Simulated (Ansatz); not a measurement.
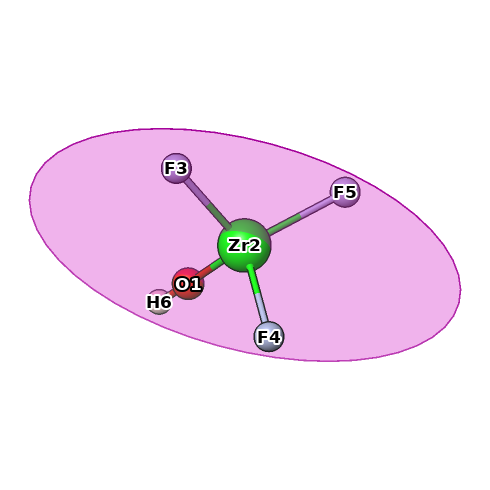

A disc through the centre of mass is drawn in. Depth is shown by fading: the farther an atom, the more it takes the colour of the background. Charge 0, singlet. Computed geometry: PBE0-D4/def2-TZVP optimisation.

Is the plane of the disc a mirror plane of the structure?

Answer. No. The point group is Cs, with 1 mirror plane, and this plane isn't one of its mirror planes.
